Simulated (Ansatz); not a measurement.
Run report: Si2NH6OF, molecular dynamics (part 1 of 2)

Si2NH6OF, computed with RKS PBE0/STO-3G (Ansatz 0.2.0).

It belongs to a series of runs on one base structure; here: dynamics from the start. Figures and captions count atoms from 1; the log counts them from 0 in places.

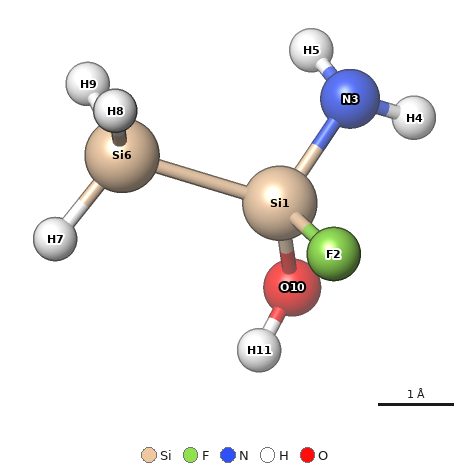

**Figure 1.** The structure as given in the input (ball-and-stick view, seen at a tilt; atoms are numbered from 1 in the order of the input).

Key numbers:

```json
{"quantity": "outcome", "value": "finished"}
{"quantity": "mean temperature over the second half", "value": "387 K"}
{"quantity": "trajectory", "value": "102 steps, 102 fs"}
{"quantity": "ensemble", "value": "nve"}
{"quantity": "temperature in the input", "value": "700.0 K"}
{"quantity": "time step", "value": "1.0 fs"}
{"quantity": "potential energy (last step)", "value": "−21825.2661 eV"}
{"quantity": "mean-field energy (last step)", "value": "−21825.2661 eV"}
{"quantity": "largest force (length of the vector) (last step)", "value": "2.348 eV/Å"}
{"quantity": "hardware", "value": "1 thread of Arm Neoverse V2, 24 GiB of memory available, shared host"}
{"quantity": "wall time", "value": "3.4 min"}
{"quantity": "peak memory", "value": "0.1 GiB"}
```

So short a trajectory is not equilibrated.

The input:
```yaml
crystal:
  periodic: [false, false, false]
  atoms:
    - { symbol: Si, position_ang: [0.071718, -0.00101, 0.050617] }
    - { symbol: F, position_ang: [-0.051754, -0.163657, 1.676821] }
    - { symbol: "N", position_ang: [1.776788, 0.163191, -0.331878] }
    - { symbol: H, position_ang: [2.275302, -0.75257, -0.321102] }
    - { symbol: H, position_ang: [1.938644, 0.551967, -1.284763] }
    - { symbol: Si, position_ang: [-1.045261, 1.829178, -0.694664] }
    - { symbol: H, position_ang: [-2.462653, 1.569575, -0.784757] }
    - { symbol: H, position_ang: [-0.856963, 2.958457, 0.184379] }
    - { symbol: H, position_ang: [-0.582604, 2.203213, -2.010058] }
    - { symbol: O, position_ang: [-0.438635, -1.499558, -0.601493] }
    - { symbol: H, position_ang: [-1.385083, -1.626186, -0.255102] }
basis:
  gaussian: { orbitals: STO-3G }
hamiltonian:
  xc: pbe0
md:
  timestep: 1.0
  n_steps: 102
  ensemble: nve
  temperature: 700.0
  initial_velocities: maxwell_boltzmann
  seed: 377888
```

Launched with:
```bash
ansatz run input.yaml --threads 1 --pin off --max-ram 2048MiB --backend cpu --events-out ev --progress --plain --runs-dir out
```

The program's output:
```
Engine: ansatz 0.2.0, aarch64-unknown-linux-gnu
Functional definition: PBE0
  parameter a = 0.25
  parameter kappa = 0.804
  parameter beta = 0.06672455060314922
  exchange = (1 - a)*pbe_x(kappa = kappa, mu = beta*pi^2/3) + a*exact_x
  correlation = pbe_c(beta = beta)
538 factors; integrals over basis functions are off by at most 1.6e-5 eV
mean field evaluation 1: about -21821.6705 eV, gradient 3.3e1 eV
mean field evaluation 2: about -21821.7788 eV, gradient 3.5e1 eV
mean field evaluation 4: about -21825.5883 eV, gradient 1.4e0 eV
mean field evaluation 8: about -21825.5817 eV, gradient 2.2e-2 eV
mean field -21825.58166740 eV, -802.0753323664 hartree, gradient 4.4e-5 eV, S^2 0.000000; 0 other end points of the search recorded, 0 dependent functions left out
the calculation of the forces begins
reference -21825.58168451 eV, -802.0753329950 hartree; 29, 29 occupied and 10, 10 virtual orbitals, 538 factors
md step     0: t =     0.00 fs  T =   700.0 K  F+E_penalty+E_count = -21825.58166740 eV  E_kin = 0.814338 eV  conserved = -21824.76732941 eV  (21 SCF iters)
these checks for a lower state are left out or cut short: starts, cluster_reference, orbital_swaps, neighbouring_geometries, increment
538 factors; integrals over basis functions are off by at most 1.5e-5 eV
mean field evaluation 16: about -21825.5076 eV, gradient 1.1e-1 eV
mean field -21825.50769153 eV, -802.0726138032 hartree, gradient 9.9e-6 eV, S^2 0.000000; 0 other end points of the search recorded, 0 dependent functions left out
the calculation of the forces begins
reference -21825.50770865 eV, -802.0726144323 hartree; 29, 29 occupied and 10, 10 virtual orbitals, 538 factors
md step     1: t =     1.00 fs  T =   643.2 K  F+E_penalty+E_count = -21825.50769153 eV  E_kin = 0.748306 eV  conserved = -21824.75938537 eV  (26 SCF iters)
[... from here on the SCF iterations and repeated set-up lines of each step are left out, up to the last step ...]
md step     2: t =     2.00 fs  T =   547.0 K  F+E_penalty+E_count = -21825.38726805 eV  E_kin = 0.636343 eV  conserved = -21824.75092552 eV  (25 SCF iters)
md step     3: t =     3.00 fs  T =   505.5 K  F+E_penalty+E_count = -21825.34204278 eV  E_kin = 0.588077 eV  conserved = -21824.75396533 eV  (25 SCF iters)
md step     4: t =     4.00 fs  T =   491.8 K  F+E_penalty+E_count = -21825.33350956 eV  E_kin = 0.572156 eV  conserved = -21824.76135356 eV  (25 SCF iters)
md step     5: t =     5.00 fs  T =   423.9 K  F+E_penalty+E_count = -21825.25533544 eV  E_kin = 0.493115 eV  conserved = -21824.76222083 eV  (26 SCF iters)
md step     6: t =     6.00 fs  T =   304.5 K  F+E_penalty+E_count = -21825.10594532 eV  E_kin = 0.354202 eV  conserved = -21824.75174285 eV  (26 SCF iters)
md step     7: t =     7.00 fs  T =   248.9 K  F+E_penalty+E_count = -21825.03751973 eV  E_kin = 0.289570 eV  conserved = -21824.74795014 eV  (26 SCF iters)
md step     8: t =     8.00 fs  T =   289.5 K  F+E_penalty+E_count = -21825.09698044 eV  E_kin = 0.336751 eV  conserved = -21824.76022941 eV  (26 SCF iters)
md step     9: t =     9.00 fs  T =   307.2 K  F+E_penalty+E_count = -21825.11994586 eV  E_kin = 0.357410 eV  conserved = -21824.76253603 eV  (26 SCF iters)
md step    10: t =    10.00 fs  T =   267.2 K  F+E_penalty+E_count = -21825.06437364 eV  E_kin = 0.310842 eV  conserved = -21824.75353155 eV  (26 SCF iters)
md step    11: t =    11.00 fs  T =   260.1 K  F+E_penalty+E_count = -21825.05261812 eV  E_kin = 0.302552 eV  conserved = -21824.75006643 eV  (26 SCF iters)
md step    12: t =    12.00 fs  T =   327.9 K  F+E_penalty+E_count = -21825.13720743 eV  E_kin = 0.381453 eV  conserved = -21824.75575408 eV  (26 SCF iters)
md step    13: t =    13.00 fs  T =   408.7 K  F+E_penalty+E_count = -21825.23716144 eV  E_kin = 0.475499 eV  conserved = -21824.76166288 eV  (26 SCF iters)
md step    14: t =    14.00 fs  T =   432.8 K  F+E_penalty+E_count = -21825.26462358 eV  E_kin = 0.503538 eV  conserved = -21824.76108553 eV  (26 SCF iters)
md step    15: t =    15.00 fs  T =   418.0 K  F+E_penalty+E_count = -21825.23878326 eV  E_kin = 0.486280 eV  conserved = -21824.75250347 eV  (26 SCF iters)
md step    16: t =    16.00 fs  T =   448.8 K  F+E_penalty+E_count = -21825.27689054 eV  E_kin = 0.522125 eV  conserved = -21824.75476596 eV  (23 SCF iters)
md step    17: t =    17.00 fs  T =   498.8 K  F+E_penalty+E_count = -21825.34566970 eV  E_kin = 0.580317 eV  conserved = -21824.76535320 eV  (26 SCF iters)
md step    18: t =    18.00 fs  T =   463.9 K  F+E_penalty+E_count = -21825.30182430 eV  E_kin = 0.539645 eV  conserved = -21824.76217947 eV  (26 SCF iters)
md step    19: t =    19.00 fs  T =   369.5 K  F+E_penalty+E_count = -21825.18246901 eV  E_kin = 0.429844 eV  conserved = -21824.75262519 eV  (26 SCF iters)
md step    20: t =    20.00 fs  T =   317.9 K  F+E_penalty+E_count = -21825.12163403 eV  E_kin = 0.369837 eV  conserved = -21824.75179665 eV  (26 SCF iters)
md step    21: t =    21.00 fs  T =   326.5 K  F+E_penalty+E_count = -21825.13685647 eV  E_kin = 0.379801 eV  conserved = -21824.75705506 eV  (26 SCF iters)
md step    22: t =    22.00 fs  T =   335.3 K  F+E_penalty+E_count = -21825.15056462 eV  E_kin = 0.390074 eV  conserved = -21824.76049036 eV  (26 SCF iters)
md step    23: t =    23.00 fs  T =   307.0 K  F+E_penalty+E_count = -21825.11404565 eV  E_kin = 0.357156 eV  conserved = -21824.75688994 eV  (26 SCF iters)
md step    24: t =    24.00 fs  T =   289.7 K  F+E_penalty+E_count = -21825.08704251 eV  E_kin = 0.337002 eV  conserved = -21824.75004047 eV  (26 SCF iters)
md step    25: t =    25.00 fs  T =   346.4 K  F+E_penalty+E_count = -21825.15879129 eV  E_kin = 0.402994 eV  conserved = -21824.75579751 eV  (26 SCF iters)
md step    26: t =    26.00 fs  T =   421.7 K  F+E_penalty+E_count = -21825.25303921 eV  E_kin = 0.490600 eV  conserved = -21824.76243909 eV  (26 SCF iters)
md step    27: t =    27.00 fs  T =   443.6 K  F+E_penalty+E_count = -21825.27464123 eV  E_kin = 0.516086 eV  conserved = -21824.75855479 eV  (26 SCF iters)
md step    28: t =    28.00 fs  T =   443.1 K  F+E_penalty+E_count = -21825.27014989 eV  E_kin = 0.515471 eV  conserved = -21824.75467937 eV  (25 SCF iters)
md step    29: t =    29.00 fs  T =   461.2 K  F+E_penalty+E_count = -21825.29377916 eV  E_kin = 0.536562 eV  conserved = -21824.75721702 eV  (25 SCF iters)
md step    30: t =    30.00 fs  T =   475.8 K  F+E_penalty+E_count = -21825.31334499 eV  E_kin = 0.553546 eV  conserved = -21824.75979870 eV  (25 SCF iters)
md step    31: t =    31.00 fs  T =   454.4 K  F+E_penalty+E_count = -21825.28838404 eV  E_kin = 0.528656 eV  conserved = -21824.75972790 eV  (26 SCF iters)
md step    32: t =    32.00 fs  T =   402.0 K  F+E_penalty+E_count = -21825.22349385 eV  E_kin = 0.467615 eV  conserved = -21824.75587906 eV  (26 SCF iters)
md step    33: t =    33.00 fs  T =   364.2 K  F+E_penalty+E_count = -21825.17742544 eV  E_kin = 0.423652 eV  conserved = -21824.75377344 eV  (26 SCF iters)
md step    34: t =    34.00 fs  T =   356.6 K  F+E_penalty+E_count = -21825.17458752 eV  E_kin = 0.414874 eV  conserved = -21824.75971389 eV  (22 SCF iters)
md step    35: t =    35.00 fs  T =   325.6 K  F+E_penalty+E_count = -21825.13911501 eV  E_kin = 0.378801 eV  conserved = -21824.76031419 eV  (26 SCF iters)
md step    36: t =    36.00 fs  T =   263.0 K  F+E_penalty+E_count = -21825.06088678 eV  E_kin = 0.305959 eV  conserved = -21824.75492803 eV  (26 SCF iters)
md step    37: t =    37.00 fs  T =   220.6 K  F+E_penalty+E_count = -21825.01078237 eV  E_kin = 0.256599 eV  conserved = -21824.75418300 eV  (26 SCF iters)
md step    38: t =    38.00 fs  T =   213.0 K  F+E_penalty+E_count = -21825.00339849 eV  E_kin = 0.247814 eV  conserved = -21824.75558425 eV  (26 SCF iters)
md step    39: t =    39.00 fs  T =   225.2 K  F+E_penalty+E_count = -21825.01770833 eV  E_kin = 0.261956 eV  conserved = -21824.75575231 eV  (26 SCF iters)
md step    40: t =    40.00 fs  T =   250.3 K  F+E_penalty+E_count = -21825.04740425 eV  E_kin = 0.291151 eV  conserved = -21824.75625359 eV  (26 SCF iters)
md step    41: t =    41.00 fs  T =   286.8 K  F+E_penalty+E_count = -21825.08948249 eV  E_kin = 0.333688 eV  conserved = -21824.75579404 eV  (26 SCF iters)
md step    42: t =    42.00 fs  T =   337.3 K  F+E_penalty+E_count = -21825.14980978 eV  E_kin = 0.392344 eV  conserved = -21824.75746546 eV  (26 SCF iters)
md step    43: t =    43.00 fs  T =   382.4 K  F+E_penalty+E_count = -21825.20455262 eV  E_kin = 0.444880 eV  conserved = -21824.75967271 eV  (26 SCF iters)
md step    44: t =    44.00 fs  T =   406.1 K  F+E_penalty+E_count = -21825.22892082 eV  E_kin = 0.472378 eV  conserved = -21824.75654276 eV  (26 SCF iters)
md step    45: t =    45.00 fs  T =   433.0 K  F+E_penalty+E_count = -21825.26022239 eV  E_kin = 0.503744 eV  conserved = -21824.75647838 eV  (26 SCF iters)
md step    46: t =    46.00 fs  T =   463.0 K  F+E_penalty+E_count = -21825.29821010 eV  E_kin = 0.538680 eV  conserved = -21824.75953047 eV  (26 SCF iters)
md step    47: t =    47.00 fs  T =   465.1 K  F+E_penalty+E_count = -21825.30006132 eV  E_kin = 0.541026 eV  conserved = -21824.75903536 eV  (26 SCF iters)
md step    48: t =    48.00 fs  T =   440.0 K  F+E_penalty+E_count = -21825.26851310 eV  E_kin = 0.511820 eV  conserved = -21824.75669360 eV  (26 SCF iters)
md step    49: t =    49.00 fs  T =   414.3 K  F+E_penalty+E_count = -21825.23759779 eV  E_kin = 0.481991 eV  conserved = -21824.75560641 eV  (26 SCF iters)
md step    50: t =    50.00 fs  T =   405.1 K  F+E_penalty+E_count = -21825.22726719 eV  E_kin = 0.471324 eV  conserved = -21824.75594333 eV  (26 SCF iters)
md step    51: t =    51.00 fs  T =   407.0 K  F+E_penalty+E_count = -21825.23201560 eV  E_kin = 0.473483 eV  conserved = -21824.75853296 eV  (23 SCF iters)
md step    52: t =    52.00 fs  T =   398.5 K  F+E_penalty+E_count = -21825.22112623 eV  E_kin = 0.463576 eV  conserved = -21824.75755062 eV  (26 SCF iters)
md step    53: t =    53.00 fs  T =   392.6 K  F+E_penalty+E_count = -21825.21145818 eV  E_kin = 0.456761 eV  conserved = -21824.75469698 eV  (26 SCF iters)
md step    54: t =    54.00 fs  T =   411.2 K  F+E_penalty+E_count = -21825.23666424 eV  E_kin = 0.478385 eV  conserved = -21824.75827935 eV  (26 SCF iters)
md step    55: t =    55.00 fs  T =   419.3 K  F+E_penalty+E_count = -21825.24810470 eV  E_kin = 0.487826 eV  conserved = -21824.76027897 eV  (26 SCF iters)
md step    56: t =    56.00 fs  T =   394.2 K  F+E_penalty+E_count = -21825.21499727 eV  E_kin = 0.458601 eV  conserved = -21824.75639660 eV  (26 SCF iters)
md step    57: t =    57.00 fs  T =   374.9 K  F+E_penalty+E_count = -21825.18920768 eV  E_kin = 0.436106 eV  conserved = -21824.75310203 eV  (26 SCF iters)
md step    58: t =    58.00 fs  T =   399.8 K  F+E_penalty+E_count = -21825.21964969 eV  E_kin = 0.465074 eV  conserved = -21824.75457520 eV  (26 SCF iters)
md step    59: t =    59.00 fs  T =   449.9 K  F+E_penalty+E_count = -21825.28370056 eV  E_kin = 0.523420 eV  conserved = -21824.76028031 eV  (26 SCF iters)
md step    60: t =    60.00 fs  T =   460.0 K  F+E_penalty+E_count = -21825.29832158 eV  E_kin = 0.535162 eV  conserved = -21824.76315971 eV  (25 SCF iters)
md step    61: t =    61.00 fs  T =   411.0 K  F+E_penalty+E_count = -21825.23342505 eV  E_kin = 0.478180 eV  conserved = -21824.75524483 eV  (25 SCF iters)
md step    62: t =    62.00 fs  T =   380.9 K  F+E_penalty+E_count = -21825.19612281 eV  E_kin = 0.443059 eV  conserved = -21824.75306385 eV  (25 SCF iters)
md step    63: t =    63.00 fs  T =   391.2 K  F+E_penalty+E_count = -21825.21563652 eV  E_kin = 0.455061 eV  conserved = -21824.76057555 eV  (26 SCF iters)
md step    64: t =    64.00 fs  T =   369.5 K  F+E_penalty+E_count = -21825.19035860 eV  E_kin = 0.429851 eV  conserved = -21824.76050805 eV  (26 SCF iters)
md step    65: t =    65.00 fs  T =   307.8 K  F+E_penalty+E_count = -21825.11235927 eV  E_kin = 0.358058 eV  conserved = -21824.75430102 eV  (26 SCF iters)
md step    66: t =    66.00 fs  T =   272.1 K  F+E_penalty+E_count = -21825.06806038 eV  E_kin = 0.316577 eV  conserved = -21824.75148340 eV  (26 SCF iters)
md step    67: t =    67.00 fs  T =   296.4 K  F+E_penalty+E_count = -21825.09999145 eV  E_kin = 0.344767 eV  conserved = -21824.75522453 eV  (26 SCF iters)
md step    68: t =    68.00 fs  T =   334.6 K  F+E_penalty+E_count = -21825.15134717 eV  E_kin = 0.389275 eV  conserved = -21824.76207211 eV  (26 SCF iters)
md step    69: t =    69.00 fs  T =   318.1 K  F+E_penalty+E_count = -21825.12995746 eV  E_kin = 0.370097 eV  conserved = -21824.75986014 eV  (22 SCF iters)
md step    70: t =    70.00 fs  T =   285.1 K  F+E_penalty+E_count = -21825.08067080 eV  E_kin = 0.331685 eV  conserved = -21824.74898549 eV  (25 SCF iters)
md step    71: t =    71.00 fs  T =   335.0 K  F+E_penalty+E_count = -21825.14474805 eV  E_kin = 0.389714 eV  conserved = -21824.75503367 eV  (26 SCF iters)
md step    72: t =    72.00 fs  T =   411.2 K  F+E_penalty+E_count = -21825.24327706 eV  E_kin = 0.478405 eV  conserved = -21824.76487188 eV  (26 SCF iters)
md step    73: t =    73.00 fs  T =   407.4 K  F+E_penalty+E_count = -21825.23427896 eV  E_kin = 0.473987 eV  conserved = -21824.76029218 eV  (26 SCF iters)
md step    74: t =    74.00 fs  T =   359.2 K  F+E_penalty+E_count = -21825.16992703 eV  E_kin = 0.417908 eV  conserved = -21824.75201896 eV  (26 SCF iters)
md step    75: t =    75.00 fs  T =   360.5 K  F+E_penalty+E_count = -21825.16996702 eV  E_kin = 0.419347 eV  conserved = -21824.75062027 eV  (25 SCF iters)
md step    76: t =    76.00 fs  T =   427.5 K  F+E_penalty+E_count = -21825.25510123 eV  E_kin = 0.497379 eV  conserved = -21824.75772248 eV  (25 SCF iters)
md step    77: t =    77.00 fs  T =   476.5 K  F+E_penalty+E_count = -21825.31983485 eV  E_kin = 0.554314 eV  conserved = -21824.76552041 eV  (26 SCF iters)
md step    78: t =    78.00 fs  T =   434.5 K  F+E_penalty+E_count = -21825.26421074 eV  E_kin = 0.505417 eV  conserved = -21824.75879356 eV  (26 SCF iters)
md step    79: t =    79.00 fs  T =   383.2 K  F+E_penalty+E_count = -21825.19366891 eV  E_kin = 0.445752 eV  conserved = -21824.74791667 eV  (25 SCF iters)
md step    80: t =    80.00 fs  T =   422.9 K  F+E_penalty+E_count = -21825.24978862 eV  E_kin = 0.491984 eV  conserved = -21824.75780431 eV  (25 SCF iters)
md step    81: t =    81.00 fs  T =   466.4 K  F+E_penalty+E_count = -21825.30725796 eV  E_kin = 0.542576 eV  conserved = -21824.76468226 eV  (26 SCF iters)
md step    82: t =    82.00 fs  T =   431.6 K  F+E_penalty+E_count = -21825.25987770 eV  E_kin = 0.502061 eV  conserved = -21824.75781620 eV  (26 SCF iters)
md step    83: t =    83.00 fs  T =   381.4 K  F+E_penalty+E_count = -21825.19484855 eV  E_kin = 0.443733 eV  conserved = -21824.75111580 eV  (26 SCF iters)
md step    84: t =    84.00 fs  T =   394.1 K  F+E_penalty+E_count = -21825.21089997 eV  E_kin = 0.458452 eV  conserved = -21824.75244785 eV  (25 SCF iters)
md step    85: t =    85.00 fs  T =   452.0 K  F+E_penalty+E_count = -21825.28667255 eV  E_kin = 0.525871 eV  conserved = -21824.76080111 eV  (26 SCF iters)
md step    86: t =    86.00 fs  T =   457.3 K  F+E_penalty+E_count = -21825.29817044 eV  E_kin = 0.531977 eV  conserved = -21824.76619393 eV  (26 SCF iters)
md step    87: t =    87.00 fs  T =   366.5 K  F+E_penalty+E_count = -21825.18187181 eV  E_kin = 0.426387 eV  conserved = -21824.75548445 eV  (24 SCF iters)
md step    88: t =    88.00 fs  T =   299.9 K  F+E_penalty+E_count = -21825.09558269 eV  E_kin = 0.348943 eV  conserved = -21824.74663951 eV  (26 SCF iters)
md step    89: t =    89.00 fs  T =   338.4 K  F+E_penalty+E_count = -21825.15345526 eV  E_kin = 0.393705 eV  conserved = -21824.75975031 eV  (26 SCF iters)
md step    90: t =    90.00 fs  T =   361.1 K  F+E_penalty+E_count = -21825.18489950 eV  E_kin = 0.420053 eV  conserved = -21824.76484635 eV  (26 SCF iters)
md step    91: t =    91.00 fs  T =   299.2 K  F+E_penalty+E_count = -21825.10423706 eV  E_kin = 0.348121 eV  conserved = -21824.75611614 eV  (26 SCF iters)
md step    92: t =    92.00 fs  T =   239.9 K  F+E_penalty+E_count = -21825.02820455 eV  E_kin = 0.279077 eV  conserved = -21824.74912746 eV  (26 SCF iters)
md step    93: t =    93.00 fs  T =   267.3 K  F+E_penalty+E_count = -21825.06209826 eV  E_kin = 0.310979 eV  conserved = -21824.75111974 eV  (26 SCF iters)
md step    94: t =    94.00 fs  T =   357.4 K  F+E_penalty+E_count = -21825.17581776 eV  E_kin = 0.415731 eV  conserved = -21824.76008667 eV  (26 SCF iters)
md step    95: t =    95.00 fs  T =   409.0 K  F+E_penalty+E_count = -21825.24001078 eV  E_kin = 0.475842 eV  conserved = -21824.76416843 eV  (26 SCF iters)
md step    96: t =    96.00 fs  T =   392.2 K  F+E_penalty+E_count = -21825.20985385 eV  E_kin = 0.456230 eV  conserved = -21824.75362357 eV  (25 SCF iters)
md step    97: t =    97.00 fs  T =   412.6 K  F+E_penalty+E_count = -21825.23096216 eV  E_kin = 0.480005 eV  conserved = -21824.75095733 eV  (24 SCF iters)
md step    98: t =    98.00 fs  T =   491.4 K  F+E_penalty+E_count = -21825.33524735 eV  E_kin = 0.571640 eV  conserved = -21824.76360754 eV  (26 SCF iters)
md step    99: t =    99.00 fs  T =   509.0 K  F+E_penalty+E_count = -21825.35563359 eV  E_kin = 0.592186 eV  conserved = -21824.76344711 eV  (26 SCF iters)
md step   100: t =   100.00 fs  T =   451.3 K  F+E_penalty+E_count = -21825.27964629 eV  E_kin = 0.525041 eV  conserved = -21824.75460566 eV  (26 SCF iters)
md step   101: t =   101.00 fs  T =   412.4 K  F+E_penalty+E_count = -21825.23065250 eV  E_kin = 0.479784 eV  conserved = -21824.75086880 eV  (25 SCF iters)
these checks for a lower state are left out or cut short: starts, cluster_reference, orbital_swaps, neighbouring_geometries, increment
540 factors; integrals over basis functions are off by at most 4.4e-5 eV
mean field evaluation 800: about -21825.2660 eV, gradient 1.2e-1 eV
mean field -21825.26605376 eV, -802.0637337789 hartree, gradient 1.5e-5 eV, S^2 0.000000; 0 other end points of the search recorded, 0 dependent functions left out
the calculation of the forces begins
reference -21825.26607104 eV, -802.0637344141 hartree; 29, 29 occupied and 10, 10 virtual orbitals, 540 factors
540 factors; integrals over basis functions are off by at most 4.4e-5 eV
mean field -21825.26605376 eV, -802.0637337789 hartree, gradient 1.5e-5 eV, S^2 0.000000; 1 other end points of the search recorded, 0 dependent functions left out
the calculation of the forces begins
reference -21825.26607104 eV, -802.0637344141 hartree; 29, 29 occupied and 10, 10 virtual orbitals, 540 factors
md step   102: t =   102.00 fs  T =   439.0 K  F+E_penalty+E_count = -21825.26605376 eV  E_kin = 0.510662 eV  conserved = -21824.75539182 eV  (22 SCF iters)
```
